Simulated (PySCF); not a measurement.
# [La(NH3)6]3+: forces at shaken geometries

How stiff is [La(NH3)6]3+? Its atoms are displaced at random by several amounts. The structure is generated, not taken from experiment.

Program: PySCF 2.14.0. Level of theory: PBE0, La lcecp-1-SVP with ECP46, N def2-SVP, H def2-SVP; scalar-relativistic core potentials, no spin–orbit coupling. These are calculated values, not measurements.

2 further runs of the same task are left out: 2 for a known fault of the program.

## Step 1: Where the work starts

25 atoms, charge 3, spin multiplicity 1.

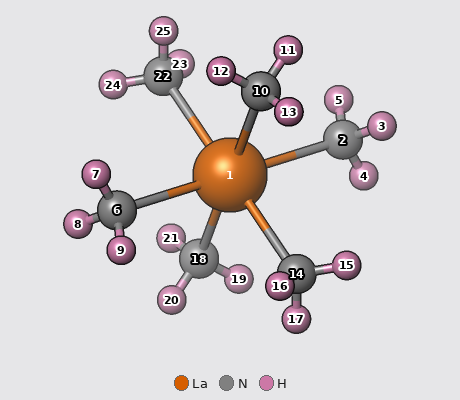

The structure; lanthanum orange, nitrogen grey, hydrogen pink; atoms are numbered from 1 in the order of the file.

Coordinates:

```xyz
25

La    0.0000    0.0000    0.0000
N     0.0052    0.0077    2.7023
H     0.8106    0.4733    3.1418
H    -0.7980    0.4730    3.1461
H     0.0067   -0.9198    3.1476
N    -0.0052   -0.0077   -2.7023
H     0.7980   -0.4730   -3.1461
H    -0.8106   -0.4733   -3.1418
H    -0.0067    0.9198   -3.1476
N     2.7018   -0.0012    0.0020
H     3.1437   -0.4644    0.8075
H     3.1474   -0.4644   -0.8014
H     3.1423    0.9287    0.0020
N     0.0011    2.7018    0.0066
H     0.4509    3.1415    0.8209
H     0.4778    3.1495   -0.7878
H    -0.9287    3.1423   -0.0064
N    -2.7018    0.0012   -0.0020
H    -3.1474    0.4644    0.8014
H    -3.1437    0.4644   -0.8075
H    -3.1423   -0.9287   -0.0020
N    -0.0011   -2.7018   -0.0066
H    -0.4778   -3.1495    0.7878
H    -0.4509   -3.1415   -0.8209
H     0.9287   -3.1423    0.0064
```

Formal oxidation states: La +3. The 4f shell is empty and lies in the core potential. An earlier session relaxed this geometry at PBE0, La lcecp-1-SVP with ECP46, N def2-SVP, H def2-SVP (singlet, point group Ci).

Its energy there is -369.543691 Eh.

## Step 2: Atoms moved at random, σ = 0.06 Å

run.py (the lines that set the calculation) reads:

```python
mol = gto.M(atom='''
La    -0.01988    -0.06021    -0.08397
N     -0.00665    -0.03088     2.61630
H      0.77951     0.50988     3.14583
H     -0.76750     0.46621     3.15237
H      0.04694    -0.75434     3.13479
N     -0.13709     0.02368    -2.73101
H      0.78031    -0.47744    -3.11124
H     -0.85461    -0.43195    -3.15404
H      0.09747     0.94442    -3.18250
N      2.77458    -0.02684     0.06595
H      3.09699    -0.50521     0.86910
H      3.15608    -0.53275    -0.82992
H      3.19356     0.92003     0.07568
N      0.02044     2.70821     0.03671
H      0.45824     3.18115     0.77327
H      0.52751     3.16226    -0.74595
H     -0.90940     3.18306     0.04569
N     -2.65459     0.08671     0.00020
H     -3.09930     0.48503     0.77854
H     -3.18368     0.41149    -0.75879
H     -3.24473    -0.98199     0.00662
N      0.05160    -2.83426     0.06831
H     -0.56999    -3.15550     0.71391
H     -0.48915    -3.15392    -0.83542
H      0.95334    -3.13685    -0.05043''',
    basis={'La': 'lcecp-1-SVP', 'N': 'def2-SVP', 'H': 'def2-SVP'},
    ecp={'La': 'lcecp-1-SVP'},
    charge=3, spin=0)
mf = dft.RKS(mol, xc='PBE0')
mf.grids.atom_grid = (50, 194)  # f atoms: unpruned, at least (60, 302)
mf = mf.density_fit()  # fitting sets: La AutoAux, N def2-universal-JKFIT, H def2-universal-JKFIT
mf.conv_tol = 1e-08; mf.max_cycle = 55
mf.kernel(dm0)  # dm0: the density of the relaxed state
```

Started as:

```sh
> OMP_NUM_THREADS=4 python run.py
```

Output:

```text
init E= -369.324943027612
  HOMO = -0.773048684286681  LUMO = -0.500923866492644  gap/eV = 7.40489
cycle= 1 E= -369.43283872987  delta_E= -0.108  |g|= 0.134  |ddm|= 0.543
  HOMO = -0.73971311686589  LUMO = -0.469059634128004  gap/eV = 7.36486
cycle= 2 E= -369.434205282265  delta_E= -0.00137  |g|= 0.121  |ddm|= 0.222
  HOMO = -0.749730614771439  LUMO = -0.471146646296994  gap/eV = 7.58066
cycle= 3 E= -369.437212851309  delta_E= -0.00301  |g|= 0.0294  |ddm|= 0.111
  HOMO = -0.749450600525527  LUMO = -0.471808081221754  gap/eV = 7.55504
cycle= 4 E= -369.437406921154  delta_E= -0.000194  |g|= 0.00312  |ddm|= 0.0251
  HOMO = -0.749468452449701  LUMO = -0.471938073044733  gap/eV = 7.55199
cycle= 5 E= -369.43740914456  delta_E= -2.22e-06  |g|= 0.00136  |ddm|= 0.00421
  HOMO = -0.749523821201088  LUMO = -0.471913108597151  gap/eV = 7.55417
cycle= 6 E= -369.437409552703  delta_E= -4.08e-07  |g|= 0.000428  |ddm|= 0.00148
  HOMO = -0.749515194518587  LUMO = -0.47191076840891  gap/eV = 7.55400
cycle= 7 E= -369.437409592996  delta_E= -4.03e-08  |g|= 6.89e-05  |ddm|= 0.0004
  HOMO = -0.749517113032529  LUMO = -0.47191116277495  gap/eV = 7.55404
cycle= 8 E= -369.437409594328  delta_E= -1.33e-09  |g|= 1.59e-05  |ddm|= 9.19e-05
  HOMO = -0.74951656117199  LUMO = -0.471910921696005  gap/eV = 7.55403
Extra cycle  E= -369.437409594311  delta_E= 1.66e-11  |g|= 1.92e-05  |ddm|= 2.84e-05
converged SCF energy = -369.437409594311
```

Wall time 33 s (4 threads of Arm Neoverse V1, shared host).

Result: E = -369.437410 Eh (+2.892 eV from the relaxed state), HOMO -20.40 eV, LUMO -12.84 eV, Mulliken charge on La1 +1.42 e, largest force component 9.247 eV/Å. The large-core potential holds the 4f shell empty.

| atom | Fx | Fy | Fz (eV/Å) |
| --- | --- | --- | --- |
| La1 | 0.379 | 0.239 | 0.519 |
| N2 | 0.419 | 9.247 | -2.159 |
| H3 | -0.919 | -0.695 | -1.589 |
| H4 | 0.096 | -0.341 | -0.988 |
| H5 | 0.380 | -8.189 | 4.655 |
| N6 | 6.848 | 1.483 | 1.082 |
| H7 | -2.342 | 0.642 | 0.855 |
| H8 | -3.214 | -1.533 | -2.367 |
| H9 | -1.204 | -0.655 | 0.204 |
| N10 | -0.953 | 0.208 | -3.570 |
| H11 | 0.957 | -0.884 | 1.220 |
| H12 | -0.380 | 1.173 | 2.297 |
| H13 | 0.089 | -0.541 | -0.028 |
| N14 | -1.178 | -0.487 | -1.953 |
| H15 | 1.166 | 0.800 | 2.263 |
| H16 | -0.455 | -0.247 | -0.068 |
| H17 | 0.475 | -0.379 | -0.292 |
| N18 | -0.588 | -6.126 | -0.176 |
| H19 | -0.940 | 1.163 | 1.934 |
| H20 | -0.971 | 1.427 | -1.996 |
| H21 | 2.369 | 3.503 | 0.259 |
| N22 | -3.200 | 3.693 | -5.808 |
| H23 | -1.294 | -2.030 | 3.422 |
| H24 | 1.551 | 0.549 | 1.743 |
| H25 | 2.911 | -2.021 | 0.541 |

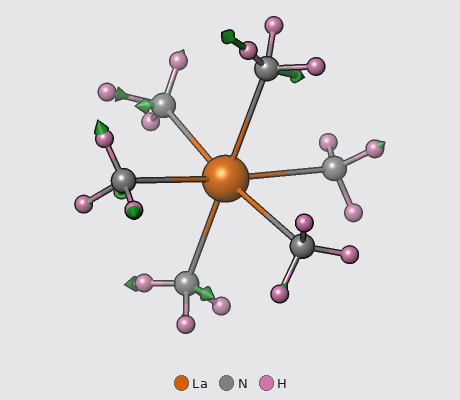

Forces as arrows, the longest for the largest force.

## Step 3: Atoms moved at random, σ = 0.1 Å

run.py (the lines that set the calculation) reads:

```python
mol = gto.M(atom='''
La     0.00949    -0.03650     0.04442
N      0.10689     0.00831     2.67970
H      0.89057     0.31538     3.07636
H     -0.80694     0.47867     3.17246
H      0.13339    -0.93602     3.32741
N     -0.10473    -0.04128    -2.87375
H      0.61308    -0.43726    -3.12607
H     -0.71859    -0.31003    -3.10868
H     -0.05450     1.00545    -2.94838
N      2.72443    -0.05483    -0.03975
H      3.05106    -0.48877     0.85863
H      3.11122    -0.52665    -0.76750
H      3.10148     0.76039     0.13634
N      0.08505     2.67600    -0.19679
H      0.31588     3.02354     0.67906
H      0.65415     3.12838    -0.81582
H     -0.74401     3.18744    -0.05783
N     -2.62096     0.05302     0.04578
H     -3.31859     0.57303     0.83161
H     -3.02159     0.59760    -0.79110
H     -3.17648    -0.85772    -0.13436
N     -0.15480    -2.55608     0.12738
H     -0.65890    -3.23827     0.76536
H     -0.28768    -3.18543    -0.90837
H      0.87110    -3.13837     0.02389''',
    basis={'La': 'lcecp-1-SVP', 'N': 'def2-SVP', 'H': 'def2-SVP'},
    ecp={'La': 'lcecp-1-SVP'},
    charge=3, spin=0)
mf = dft.RKS(mol, xc='PBE0')
mf.grids.atom_grid = (50, 194)  # f atoms: unpruned, at least (60, 302)
mf = mf.density_fit()  # fitting sets: La AutoAux, N def2-universal-JKFIT, H def2-universal-JKFIT
mf.conv_tol = 1e-08; mf.max_cycle = 55
mf.kernel(dm0)  # dm0: the density of the relaxed state
```

Started as:

```sh
> OMP_NUM_THREADS=4 python run.py
```

Output:

```text
init E= -368.973069212734
  HOMO = -0.759193052748357  LUMO = -0.539376492815967  gap/eV = 5.98151
cycle= 1 E= -369.156049055682  delta_E= -0.183  |g|= 0.364  |ddm|= 0.98
  HOMO = -0.730082490951668  LUMO = -0.459476745938346  gap/eV = 7.36356
cycle= 2 E= -369.124509402328  delta_E= 0.0315  |g|= 0.534  |ddm|= 0.764
  HOMO = -0.733610262875651  LUMO = -0.470362747317167  gap/eV = 7.16333
cycle= 3 E= -369.190257576915  delta_E= -0.0657  |g|= 0.0368  |ddm|= 0.432
  HOMO = -0.733656259805592  LUMO = -0.472324176116874  gap/eV = 7.11121
cycle= 4 E= -369.190542492167  delta_E= -0.000285  |g|= 0.0115  |ddm|= 0.037
  HOMO = -0.733059097508738  LUMO = -0.472621197159381  gap/eV = 7.08688
cycle= 5 E= -369.190564816106  delta_E= -2.23e-05  |g|= 0.00574  |ddm|= 0.0126
  HOMO = -0.733094806271678  LUMO = -0.472670080749206  gap/eV = 7.08652
cycle= 6 E= -369.190572173139  delta_E= -7.36e-06  |g|= 0.000594  |ddm|= 0.00461
  HOMO = -0.733159236201605  LUMO = -0.472636012128701  gap/eV = 7.08920
cycle= 7 E= -369.190572244666  delta_E= -7.15e-08  |g|= 0.000294  |ddm|= 0.00076
  HOMO = -0.733134419047364  LUMO = -0.472640333431905  gap/eV = 7.08841
cycle= 8 E= -369.190572262924  delta_E= -1.83e-08  |g|= 6.12e-05  |ddm|= 0.000264
  HOMO = -0.733139988993068  LUMO = -0.472642655866979  gap/eV = 7.08849
cycle= 9 E= -369.190572263776  delta_E= -8.52e-10  |g|= 1.27e-05  |ddm|= 6.46e-05
  HOMO = -0.733140939065844  LUMO = -0.472642051745976  gap/eV = 7.08854
Extra cycle  E= -369.190572263761  delta_E= 1.48e-11  |g|= 1.6e-05  |ddm|= 2.57e-05
converged SCF energy = -369.190572263761
```

Run time: 35 s. Hardware: 4 threads of Arm Neoverse V1, shared host.

It gives: E = -369.190572 Eh (+9.609 eV from the relaxed state), HOMO -19.95 eV, LUMO -12.86 eV, Mulliken charge on La1 +1.43 e, largest force component 35.574 eV/Å. The large-core potential holds the 4f shell empty.

| atom | Fx | Fy | Fz (eV/Å) |
| --- | --- | --- | --- |
| La1 | -0.122 | 0.409 | -0.429 |
| N2 | -6.999 | -4.220 | 1.261 |
| H3 | 4.542 | 3.160 | 2.397 |
| H4 | 3.050 | -0.930 | -1.247 |
| H5 | -0.577 | 2.088 | -2.289 |
| N6 | 25.547 | 22.422 | 19.395 |
| H7 | 10.127 | -5.345 | -4.227 |
| H8 | -35.574 | -15.433 | -14.169 |
| H9 | -0.017 | -1.552 | -0.673 |
| N10 | -4.908 | -4.153 | 4.042 |
| H11 | -0.223 | -0.551 | -1.009 |
| H12 | 2.204 | -1.677 | -2.996 |
| H13 | 3.004 | 6.369 | 0.007 |
| N14 | -1.800 | -3.615 | 1.367 |
| H15 | 2.499 | 0.578 | 2.965 |
| H16 | 1.976 | 2.038 | -2.548 |
| H17 | -2.656 | 1.020 | -1.647 |
| N18 | -4.517 | 1.267 | 0.452 |
| H19 | 2.451 | -1.882 | -2.186 |
| H20 | 0.878 | -0.619 | 0.982 |
| H21 | 1.053 | 1.284 | 0.649 |
| N22 | 2.988 | -6.322 | -4.141 |
| H23 | 0.416 | 0.936 | -0.491 |
| H24 | -0.753 | 2.546 | 3.105 |
| H25 | -2.588 | 2.182 | 1.431 |

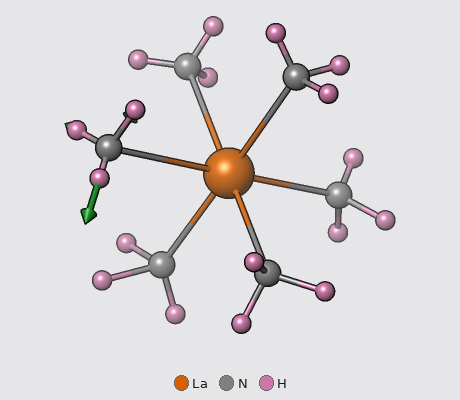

Forces as arrows, the longest for the largest force.

## Step 4: Atoms moved at random, σ = 0.03 Å

run.py (the lines that set the calculation) reads:

```python
mol = gto.M(atom='''
La    -0.02259     0.01870     0.00916
N      0.02578     0.02520     2.74228
H      0.79175     0.45508     3.15467
H     -0.81588     0.44941     3.14971
H     -0.02052    -0.90824     3.15568
N     -0.02465     0.02006    -2.72329
H      0.79277    -0.46508    -3.14656
H     -0.84094    -0.44985    -3.18163
H      0.05549     0.92639    -3.12038
N      2.62203    -0.05415     0.08236
H      3.19564    -0.46778     0.81564
H      3.16919    -0.47418    -0.78211
H      3.12083     0.88356     0.00208
N      0.04341     2.67177     0.02984
H      0.47447     3.15720     0.83137
H      0.46167     3.17053    -0.69170
H     -0.90884     3.14176    -0.01853
N     -2.67413    -0.00288    -0.00489
H     -3.16952     0.49570     0.75377
H     -3.13914     0.51865    -0.87437
H     -3.13835    -0.92630    -0.01132
N     -0.02866    -2.70557    -0.09014
H     -0.40150    -3.18703     0.73764
H     -0.54043    -3.14422    -0.82909
H      0.97215    -3.14873     0.00981''',
    basis={'La': 'lcecp-1-SVP', 'N': 'def2-SVP', 'H': 'def2-SVP'},
    ecp={'La': 'lcecp-1-SVP'},
    charge=3, spin=0)
mf = dft.RKS(mol, xc='PBE0')
mf.grids.atom_grid = (50, 194)  # f atoms: unpruned, at least (60, 302)
mf = mf.density_fit()  # fitting sets: La AutoAux, N def2-universal-JKFIT, H def2-universal-JKFIT
mf.conv_tol = 1e-08; mf.max_cycle = 55
mf.kernel(dm0)  # dm0: the density of the relaxed state
```

Started as:

```sh
> OMP_NUM_THREADS=4 python run.py
```

Output:

```text
init E= -369.392561331366
  HOMO = -0.767243339857481  LUMO = -0.487160395087553  gap/eV = 7.62145
cycle= 1 E= -369.509107161993  delta_E= -0.117  |g|=  0.1  |ddm|= 0.308
  HOMO = -0.753827908945374  LUMO = -0.462853176444599  gap/eV = 7.91783
cycle= 2 E= -369.508346794527  delta_E= 0.00076  |g|= 0.125  |ddm|= 0.19
  HOMO = -0.754979037957933  LUMO = -0.464798042419151  gap/eV = 7.89623
cycle= 3 E= -369.511721376862  delta_E= -0.00337  |g|= 0.0105  |ddm|= 0.0973
  HOMO = -0.75511905719076  LUMO = -0.465336885521485  gap/eV = 7.88537
cycle= 4 E= -369.511745764891  delta_E= -2.44e-05  |g|= 0.00196  |ddm|= 0.0104
  HOMO = -0.755188412532406  LUMO = -0.465373701201187  gap/eV = 7.88626
cycle= 5 E= -369.511746576649  delta_E= -8.12e-07  |g|= 0.000854  |ddm|= 0.00235
  HOMO = -0.75511802266632  LUMO = -0.465385353322869  gap/eV = 7.88403
cycle= 6 E= -369.511746731068  delta_E= -1.54e-07  |g|= 0.000204  |ddm|= 0.000809
  HOMO = -0.755136979701574  LUMO = -0.465388498018799  gap/eV = 7.88446
cycle= 7 E= -369.511746740377  delta_E= -9.31e-09  |g|= 4.23e-05  |ddm|= 0.000201
  HOMO = -0.755137268393073  LUMO = -0.465386128404643  gap/eV = 7.88453
Extra cycle  E= -369.511746740438  delta_E= -6.07e-11  |g|= 4.27e-05  |ddm|= 8.65e-05
converged SCF energy = -369.511746740438
```

It took 30 s on 4 threads of Arm Neoverse V1, shared host.

Read off: E = -369.511747 Eh (+0.869 eV from the relaxed state), HOMO -20.55 eV, LUMO -12.66 eV, Mulliken charge on La1 +1.45 e, largest force component 2.797 eV/Å. The large-core potential holds the 4f shell empty.

| atom | Fx | Fy | Fz (eV/Å) |
| --- | --- | --- | --- |
| La1 | 0.052 | -0.360 | 0.002 |
| N2 | -2.615 | -1.374 | -1.682 |
| H3 | 2.145 | 1.314 | 1.377 |
| H4 | 0.161 | 0.330 | 0.098 |
| H5 | 0.266 | -0.277 | 0.103 |
| N6 | 0.061 | -2.125 | 0.469 |
| H7 | -0.426 | 0.078 | 0.222 |
| H8 | 0.618 | 0.581 | 0.223 |
| H9 | -0.227 | 1.485 | -0.801 |
| N10 | 2.721 | 0.642 | -2.797 |
| H11 | -0.062 | -0.363 | 0.677 |
| H12 | -1.560 | 0.457 | 1.675 |
| H13 | -0.927 | -0.698 | 0.405 |
| N14 | -2.358 | 0.019 | 1.892 |
| H15 | -0.134 | -0.246 | 0.232 |
| H16 | 1.565 | 1.119 | -2.485 |
| H17 | 0.895 | -0.709 | 0.356 |
| N18 | -1.556 | 1.495 | -1.950 |
| H19 | 0.172 | -0.198 | 0.063 |
| H20 | 1.158 | -1.467 | 1.963 |
| H21 | 0.038 | 0.179 | -0.071 |
| N22 | 2.732 | -0.214 | 2.138 |
| H23 | -0.549 | 0.225 | 0.174 |
| H24 | -0.085 | -0.770 | -1.157 |
| H25 | -2.085 | 0.876 | -1.125 |

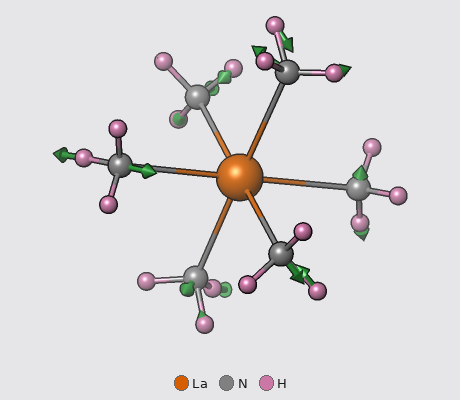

Forces as arrows, the longest for the largest force.

## Step 5: Results

| σ (Å) | energy rise (eV) | harmonic estimate −½ F·u (eV) | largest force component (eV/Å) |
| --- | --- | --- | --- |
| 0.06 | 2.892 | 2.771 | 9.25 |
| 0.1 | 9.609 | 11.404 | 35.57 |
| 0.03 | 0.869 | 0.848 | 2.80 |

Every displacement raises the energy. For a harmonic well the rise equals −½ F·u; the two differ by at most 19 % here (a move with σ = 0.1 Å), from anharmonicity, the grid and the small forces left at the relaxed point. The largest moves cost over 1 eV, far outside the harmonic range, so agreement there can come from errors that cancel between squeezed and stretched bonds. The bases are small and lack diffuse functions. Spin–orbit coupling is left out. The core potential fixes the 4f count, so no charge can pass from the ligands into that shell.
